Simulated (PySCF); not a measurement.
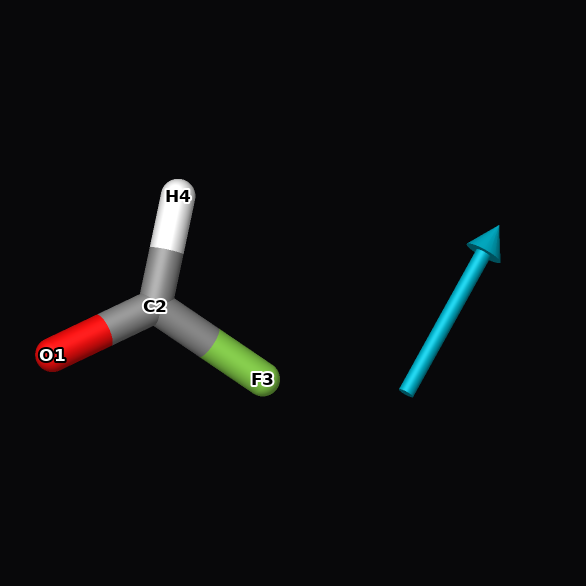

The arrow beside the molecule shows the direction of the dipole moment, from the negative to the positive end (its length means nothing). Computed geometry: PBE0-D3(BJ)/def2-SVP optimisation. No frequency run is at hand to confirm it as a minimum. Level of theory: LDA/pcJ-1, gas phase (PySCF 2.14.0).

> Estimate the dipole moment.

2.05 D; it points from the side of O1 to the side of H4 (the outermost atoms at the two ends).
